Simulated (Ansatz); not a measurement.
# One shape, several levels: BNH2Cl (SMILES N[B]Cl)

Wanted: a comparison of 6 runs (UHF/def2-TZVP, U-wB97X/def2-TZVP, UBHLYP/def2-TZVP, UBLYP/def2-TZVP, UPBE0/def2-TZVP, UCCSD(T)/def2-TZVP) of BNH2Cl. 

The results are computed with Ansatz 0.2.0.

61 further runs of the same task are left out: 61 set aside as unsound or not needed.

## Step 1: The structure to begin with

BNH2Cl: 5 atoms, total charge 0, spin state doublet. As SMILES, `N[B]Cl`. One bond was lengthened or shortened from a relaxed shape.

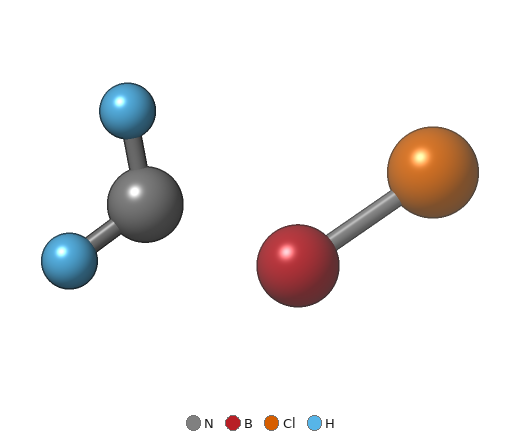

Viewed from a chosen angle; nitrogen grey, boron red, chlorine orange, hydrogen blue.

## Step 2: The energy at UHF/def2-TZVP (run 1)

Contents of input.yaml:

```yaml
crystal:
  periodic: [false, false, false]
  atoms:
    - symbol: N
      position_ang: [-0.404675, 0.699090, -0.545010]
    - symbol: B
      position_ang: [-0.098400, -0.544600, 0.704400]
    - symbol: Cl
      position_ang: [1.343200, -1.526200, 0.784600]
    - symbol: H
      position_ang: [-1.247375, 1.246890, -0.561410]
    - symbol: H
      position_ang: [0.245125, 0.912090, -1.288910]
basis:
  gaussian:
    orbitals: def2-TZVP
magnetization:
  spin_polarized: true
  initial_magnetization: 1
accuracy: high
output: {orbitals: {seedname: orbitals}}
hamiltonian:
  xc: hf
```

Run with:

```console
$ ansatz run input.yaml --threads 1 --pin off --max-ram 3480MiB --events-out events.jsonl --progress --plain --runs-dir runs
```

What it wrote:

```text
Warning: RAYON_NUM_THREADS=1 ignored (pool sized by the plan → 1); use --threads N
Functional definition: HF
  name "HF"
  exchange = exact_x
  correlation = 0
1842 factors; integrals over basis functions are off by at most 3.5e-9 eV
mean field evaluation 1: about -14684.7711 eV, gradient 2.5e1 eV
mean field evaluation 2: about -14684.7744 eV, gradient 2.5e1 eV
mean field evaluation 4: about -14688.4385 eV, gradient 3.2e0 eV
mean field evaluation 8: about -14688.6677 eV, gradient 1.6e-1 eV
mean field evaluation 16: about -14688.6679 eV, gradient 1.3e-8 eV
mean field -14688.66790157 eV, -539.7985890460 hartree, gradient 1.4e-8 eV, S^2 0.755749; 1 other end points of the search recorded, 0 dependent functions left out
reference -14688.66790157 eV, -539.7985890460 hartree; 16, 15 occupied and 95, 96 virtual orbitals, 1842 factors
Total energy: -14688.66790157 eV, -539.7985890460 hartree
```

Run time: 3.9 s. Hardware: 1 thread of Arm Neoverse V2, shared host; peak memory 0.29 GiB.

## Step 3: The energy at U-wB97X/def2-TZVP (run 2)

Contents of in.yaml:

```yaml
crystal:
  periodic: [false, false, false]
  atoms:
    - {symbol: "N", position_ang: [-0.404675, 0.699090, -0.545010]}
    - {symbol: B, position_ang: [-0.098400, -0.544600, 0.704400]}
    - {symbol: Cl, position_ang: [1.343200, -1.526200, 0.784600]}
    - {symbol: H, position_ang: [-1.247375, 1.246890, -0.561410]}
    - {symbol: H, position_ang: [0.245125, 0.912090, -1.288910]}
basis:
  gaussian:
    orbitals: def2-TZVP
magnetization:
  spin_polarized: true
  initial_magnetization: 1
hamiltonian:
  xc: {name: wB97X}
accuracy: high
output: {orbitals: {seedname: orbitals}}
```

Run with:

```console
$ ansatz run in.yaml --threads 1 --pin off --max-ram 3480MiB --events-out events.jsonl --progress --plain --runs-dir runs
```

What it wrote, cut to the lines that bear on the results:

```text
Warning: RAYON_NUM_THREADS=1 ignored (pool sized by the plan → 1); use --threads N
Functional definition: wB97X
  name "wB97X"
[...]
      + exact_x_lr(omega)
[...]
      + integral(e_c_pw_opposite_spin*poly(b97_u_opposite, 1, cos1, cos2, cos3, cos4))
1842 factors; integrals over basis functions are off by at most 3.5e-9 eV
323 factors; integrals over basis functions are off by at most 1.7e-9 eV
[...]
mean field -14720.52400163 eV, -540.9692791304 hartree, gradient 3.7e-8 eV, S^2 0.753712; 0 other end points of the search recorded, 0 dependent functions left out
reference -14720.52399948 eV, -540.9692790514 hartree; 16, 15 occupied and 95, 96 virtual orbitals, 1842 factors
Total energy: -14720.52399948 eV, -540.9692790514 hartree
```

It took 38 s on 1 thread of Arm Neoverse V2, shared host; peak memory 0.67 GiB.

Run 3 isn't shown in full; the table further down has it.

## Step 4: The energy at UBLYP/def2-TZVP (run 4)

Contents of run.yaml:

```yaml
crystal:
  periodic: [false, false, false]
  atoms:
    - {symbol: "N", position_ang: [-0.404675, 0.699090, -0.545010]}
    - {symbol: B, position_ang: [-0.098400, -0.544600, 0.704400]}
    - {symbol: Cl, position_ang: [1.343200, -1.526200, 0.784600]}
    - {symbol: H, position_ang: [-1.247375, 1.246890, -0.561410]}
    - {symbol: H, position_ang: [0.245125, 0.912090, -1.288910]}
basis:
  gaussian: {orbitals: def2-TZVP}
magnetization: {spin_polarized: true, initial_magnetization: 1}
hamiltonian: {xc: {name: BLYP}}
accuracy: high
output: {orbitals: {seedname: orbitals}}
```

Run with:

```console
$ ansatz run run.yaml --threads 1 --pin off --max-ram 3480MiB --events-out events.jsonl --progress --plain --runs-dir runs
```

What it wrote:

```text
Warning: RAYON_NUM_THREADS=1 ignored (pool sized by the plan → 1); use --threads N
Functional definition: BLYP
  name "BLYP"
  parameter beta = 0.0042
  parameter a = 0.04918
  parameter b = 0.132
  parameter c = 0.2533
  parameter d = 0.349
  exchange = b88_x(beta = beta)
  correlation = lyp_c(a = a, b = b, c = c, d = d)
1842 factors; integrals over basis functions are off by at most 3.5e-9 eV
mean field evaluation 1: about -14709.3417 eV, gradient 5.3e1 eV
mean field evaluation 2: about -14640.6647 eV, gradient 1.0e2 eV
mean field evaluation 4: about -14719.5704 eV, gradient 1.3e1 eV
mean field evaluation 8: about -14720.6193 eV, gradient 3.7e-1 eV
mean field evaluation 16: about -14720.6201 eV, gradient 3.3e-4 eV
mean field -14720.62010176 eV, -540.9728107448 hartree, gradient 8.0e-8 eV, S^2 0.754150; 0 other end points of the search recorded, 0 dependent functions left out
reference -14720.62014831 eV, -540.9728124559 hartree; 16, 15 occupied and 95, 96 virtual orbitals, 1842 factors
Total energy: -14720.62014831 eV, -540.9728124559 hartree
```

Run time: 7.2 s. Hardware: 1 thread of Arm Neoverse V2, shared host; peak memory 0.28 GiB.

Run 5 isn't shown in full; the table further down has it.

## Step 5: The energy at UCCSD(T)/def2-TZVP (run 6)

Contents of job.yaml:

```yaml
crystal:
  periodic: [false, false, false]
  atoms:
    - symbol: N
      position_ang: [-0.404675, 0.699090, -0.545010]
    - symbol: B
      position_ang: [-0.098400, -0.544600, 0.704400]
    - symbol: Cl
      position_ang: [1.343200, -1.526200, 0.784600]
    - symbol: H
      position_ang: [-1.247375, 1.246890, -0.561410]
    - symbol: H
      position_ang: [0.245125, 0.912090, -1.288910]
basis:
  gaussian:
    orbitals: def2-TZVP
total_charge: 0
accuracy: high
correlation:
  method: ccsd_t
  frozen_orbitals: {B: 1, Cl: 5, H: 0, "N": 1}
magnetization:
  spin_polarized: true
  initial_magnetization: 1
scf:
  omitted_lower_state_checks: [cluster_reference, increment]
```

Run with:

```console
$ ansatz run job.yaml --threads 1 --pin off --max-ram 3480MiB --events-out events.jsonl --progress --plain --runs-dir runs
```

What it wrote, cut to the lines that bear on the results:

```text
Warning: RAYON_NUM_THREADS=1 ignored (pool sized by the plan → 1); use --threads N
[... 2 set-up lines as earlier in the session ...]
[...]
1842 factors; integrals over basis functions are off by at most 3.5e-9 eV
[...]
mean field -14688.66790157 eV, -539.7985890460 hartree, gradient 1.4e-8 eV, S^2 0.755749; 2 other end points of the search recorded, 0 dependent functions left out
7 core orbitals not correlated: weight in the atoms' cores, before any rotation towards them, 1.000 or more for the frozen orbitals, at most 0.000 for the correlated occupied ones
reference -14688.66790157 eV, -539.7985890460 hartree; 9, 8 occupied and 95, 96 virtual orbitals, 1842 factors
second order -12.84582494 eV of doubles, -0.00000000 eV of singles
cycle   1  -13.22608476 eV  change   -3.8e-1 eV  update   9.0e-2
[...]
cycle  25  -13.64764187 eV  change   6.2e-10 eV  update   1.1e-9
perturbative correction -0.62610648 eV, -0.0230089886 hartree
Total energy: -14702.94164992 eV, -540.3231396226 hartree
Checks for a lower state left out: cluster_reference, increment
```

It took 79 s on 1 thread of Arm Neoverse V2, shared host; peak memory 1.8 GiB.

## Step 6: All runs side by side

| run | level | frozen core orbitals | energy (Eh) | HOMO energy (eV) | LUMO energy (eV) | ⟨S²⟩ | wall time |
| --- | --- | --- | --- | --- | --- | --- | --- |
| 1 | UHF/def2-TZVP | – | -539.798589 | -10.29 | 1.55 | 0.756 | 3.9 s |
| 2 | U-wB97X/def2-TZVP | – | -540.969279 | -9.00 | -0.72 | 0.754 | 38 s |
| 3 | UBHLYP/def2-TZVP | – | -540.947280 | -7.92 | -1.38 | 0.754 | 11 s |
| 4 | UBLYP/def2-TZVP | – | -540.972812 | -5.16 | -3.17 | 0.754 | 7.2 s |
| 5 | UPBE0/def2-TZVP | – | -540.745208 | -6.71 | -2.08 | 0.756 | 11 s |
| 6 | UCCSD(T)/def2-TZVP | 7 | -540.323140 | – | – | 0.756 | 79 s |

## Step 7: Summary of results

| quantity | value |
| --- | --- |
| run 6: total energy | -540.32314 Eh |
| run 6: correlation energy (7 core orbitals frozen) | -524.6 mEh |
| run 6: (T) correction | -23.01 mEh |
| run 6: ⟨S²⟩ of the reference determinant | 0.756 |
| run 6: T1 diagnostic | 0.020 |

What this shows: Totals of different functionals can't be ranked against each other. All runs together took 2.5 min, the longest 79 s.
